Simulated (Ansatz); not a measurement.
**A ladder of methods for SiNH4O2 (SMILES N[Si](O)O)**

The species is SiNH4O2 (8 atoms), meant as a doublet with charge 0. SMILES: `N[Si](O)O`. The shape was relaxed beforehand at PBE0/def2-SVP. This is one conformer, not always the lowest.

Quantity: the adiabatic ionisation energy (to the singlet cation, shapes relaxed at PBE0/def2-SVP, no zero-point term), in eV. The values are calculated.

```json
{"level": "UHF/def2-SVP", "kind": "Hartree–Fock", "program": "Ansatz", "value (eV)": "5.54", "CPU time (all runs)": "1.6 s"}
{"level": "USVWN5/def2-SVP", "kind": "LDA", "program": "Ansatz", "value (eV)": "5.90", "CPU time (all runs)": "2.1 s"}
{"level": "UPBE/def2-SVP", "kind": "GGA", "program": "Ansatz", "value (eV)": "6.04", "CPU time (all runs)": "3.9 s"}
{"level": "U-r2SCAN/def2-SVP", "kind": "meta-GGA", "program": "Ansatz", "value (eV)": "6.10", "CPU time (all runs)": "9.1 s"}
{"level": "UB3LYP/def2-SVP", "kind": "global hybrid", "program": "Ansatz", "value (eV)": "6.04", "CPU time (all runs)": "5.3 s"}
{"level": "UCAM-B3LYP/def2-SVP", "kind": "range-separated hybrid", "program": "Ansatz", "value (eV)": "5.99", "CPU time (all runs)": "6 s"}
{"level": "UB2PLYP/def2-SVP", "kind": "double hybrid", "program": "Ansatz", "value (eV)": "5.84", "CPU time (all runs)": "7.3 s"}
{"level": "RPA@PBE/def2-SVP", "kind": "RPA", "program": "Ansatz", "value (eV)": "5.97", "CPU time (all runs)": "9 s"}
{"level": "UMP2/def2-SVP", "kind": "perturbation theory", "program": "Ansatz", "value (eV)": "5.65", "CPU time (all runs)": "1.8 s"}
```

The values span 5.54 to 6.10 eV. In so small a basis fixed costs decide the times, and correlated methods can beat functionals. Times are those of the runs behind each value, whatever else they computed, on shared processors of several kinds: orders of magnitude only.

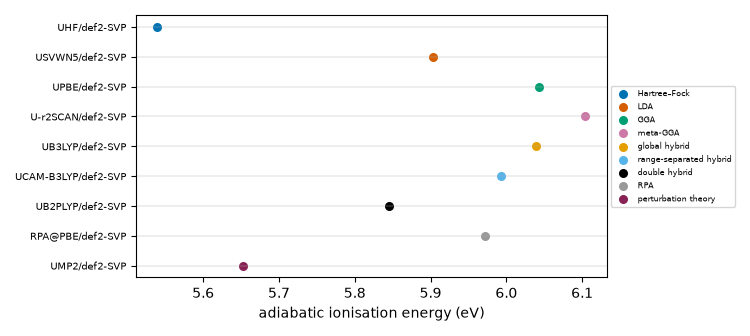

The values of the table, level by level.
